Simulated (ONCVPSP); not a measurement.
# Pseudopotential generation, with input and output: Ta

- system: tantalum (Ta, Z = 73), core [Kr] 4d10, reference valence 4f14 5s2 5p6 5d3 6s1 6p1, valence charge 27.
- method: ONCV potential, LDA (Perdew-Zunger), scalar-relativistic, made with ONCVPSP 4.0.1

**What the run reported**

- outcome: ended with an error
- hardware: 1 CPU thread, shared host

**What went wrong**

The generator stopped with the message “ERROR pspot: first pseudo wave function has node, program will stop”. In words: the optimised pseudo-wave of the first projector has a node, so the radial equation cannot be inverted for a potential. It was at work on the s channel when it stopped.

**The input**
```
# ATOM AND REFERENCE CONFIGURATION
# atsym  z   nc   nv     iexc    psfile
  Ta 73.00    9    6        3      upf
#
#   n    l    f
    1    0    2.00
    2    0    2.00
    2    1    6.00
    3    0    2.00
    3    1    6.00
    3    2   10.00
    4    0    2.00
    4    1    6.00
    4    2   10.00
    4    3   14.00
    5    0    2.00
    5    1    6.00
    5    2    3.00
    6    0    1.00
    6    1    1.00
#
# PSEUDOPOTENTIAL AND OPTIMIZATION
# lmax
    3
#
#   l,   rc,      ep,       ncon, nbas, qcut
    0    1.55    0.00    5    9    9.30
    1    2.45    0.00    4    8    4.60
    2    2.80    0.00    3    8    5.40
    3    0.85    0.00    5   10   24.10
#
# LOCAL POTENTIAL
# lloc, lpopt,  rc(5),   dvloc0
    4    1    0.65    3.00
#
# VANDERBILT-KLEINMAN-BYLANDER PROJECTORs
# l, nproj, debl
    0    2    1.30
    1    2    2.40
    2    2    1.90
    3    2    2.40
#
# MODEL CORE CHARGE
# icmod, fcfact, rcfact
    2    0.35    1.15
#
# LOG DERIVATIVE ANALYSIS
# epsh1, epsh2, depsh
   -4.00    5.00    0.02
#
# OUTPUT GRID
# rlmax, drl
    6.00    0.01
#
# TEST CONFIGURATIONS
# ncnf
    4
# nvcnf
#   n    l    f
    6
    4    3   14.00
    5    0    2.00
    5    1    6.00
    5    2    3.00
    6    0    2.00
    6    1    0.00
#
    6
    4    3   14.00
    5    0    2.00
    5    1    6.00
    5    2    3.00
    6    0    1.00
    6    1    0.00
#
    6
    4    3   14.00
    5    0    2.00
    5    1    6.00
    5    2    3.00
    6    0    0.00
    6    1    0.00
#
    6
    4    3   14.00
    5    0    2.00
    5    1    6.00
    5    2    3.00
    6    0    0.00
    6    1    1.00
#
```

Launched with:
```bash
oncvpsp.x < Ta.dat > Ta.out
```

**Output (extracts)**
```
ONCVPSP  (Optimized Norm-Conservinng Vanderbilt PSeudopotential)
scalar-relativistic version 4.0.1

#   n    l    f        energy (Ha)
    1    0    2.00    -2.4738281E+03
    2    0    2.00    -4.2511886E+02
    2    1    6.00    -3.7268942E+02
    3    0    2.00    -9.7411520E+01
    3    1    6.00    -8.1820359E+01
    3    2   10.00    -6.3598510E+01
    4    0    2.00    -1.9880713E+01
    4    1    6.00    -1.4763999E+01
    4    2   10.00    -8.2149244E+00
    4    3   14.00    -9.7255006E-01
    5    0    2.00    -2.7459960E+00
    5    1    6.00    -1.5098882E+00
    5    2    3.00    -1.8748800E-01
    6    0    1.00    -2.4305377E-01
    6    1    1.00    -8.1559195E-02

Reference configufation results
  iterations    32
  all-electron total energy (Ha)   -1.55951934D+04

Begin loop to  construct optimized pseudo wave functions
and semi-local pseudopoentials for all angular momenta

Calculating optimized projector #   1

 for l=   0

    Fraction of norm inside rc  0.890594
    Optimizing pswf for qcut=   9.30 a_B^-1,  ecut=  43.24 Ha
    Residual kinetic energy error=  1.55D-06 Ha
 ERROR pspot:  first pseudo wave function has node,          program will stop
 ERROR pspot: try changing psp parameters for this l
```

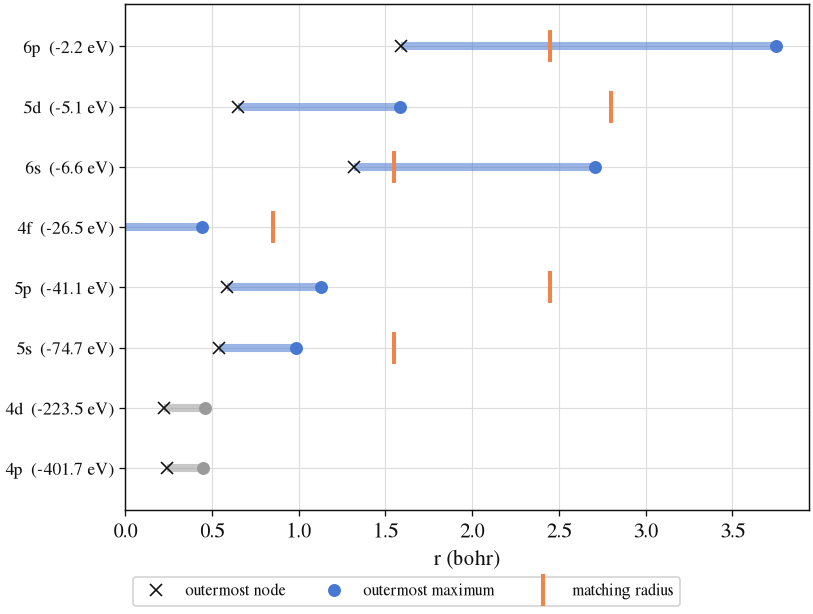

Outer shells of the all-electron reference atom: each bar runs from the outermost node (or the nucleus) to the outermost maximum of u(r); the tick is the radius chosen for the pseudo-wave. Shells without a tick have no pseudo-wave of their own. Levels, nodes and maxima are from ld1.x, scalar-relativistic.

- Radii against the shells: 5s: 1.55 bohr, outside the maximum; 5p: 2.45 bohr, outside the maximum; 4f: 0.85 bohr, outside the maximum; 6s: 1.55 bohr, between node and maximum; 5d: 2.80 bohr, outside the maximum; 6p: 2.45 bohr, between node and maximum.
